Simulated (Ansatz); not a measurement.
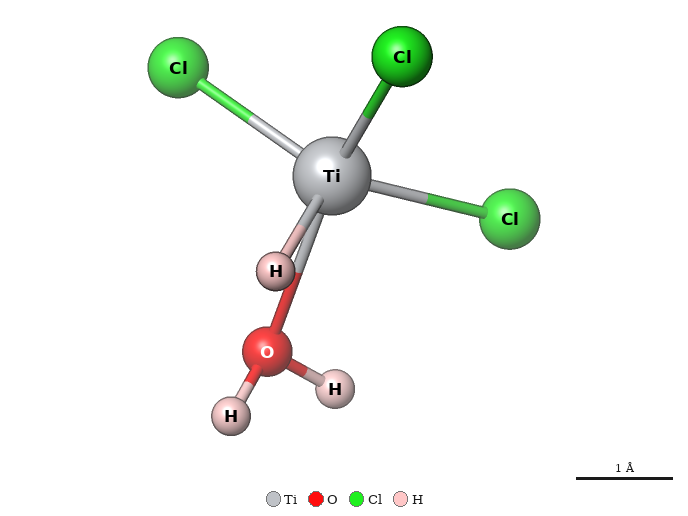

Atoms fade into the background with distance from the viewer. Charge 0, singlet. The geometry was computed by an optimisation with PBE0-D4/def2-TZVP. Masses are those of the most abundant isotopes; constants are for the rigid equilibrium geometry.

Classify the rotor and give the rotational constants (cm⁻¹).

Answer. An asymmetric top (C1): A = 0.0527, B = 0.0505, C = 0.0323 cm⁻¹. Ray's parameter κ is 0.78, nearer the oblate limit.
